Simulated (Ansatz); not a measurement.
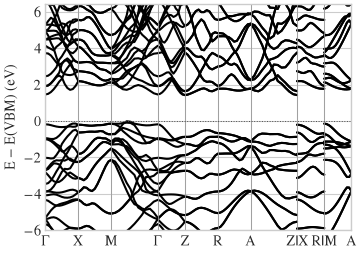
Band structure from r²SCAN in the plane-wave PAW code Ansatz

The gap is 1.42 eV; an edge lies off the plotted path or next to a special point (maximum off the standard path, minimum on the Γ–Z line, 98 % of the way from Γ).

Which of these materials gives this?
A. BP, P4_2/mnm (B on 4f, P on 4g)
B. BaTiO3, P4mm (Ba on 1b, Ti on 1a, O on 2c, O on 1a)
C. Si, P4_32_12 (Si on 4a, Si on 8b)

C, Si, P4_32_12 (Si on 4a, Si on 8b)

The start of the workflow was typed in or built on a structure type; neither database checked (COD, Materials Project) lists it. It is not the phase usual at ambient conditions (space group No. 227). The r²SCAN relaxation kept the symmetry of its start; its stability against distortions is not shown here.

Potentials: the earlier of the program's two PAW sets.
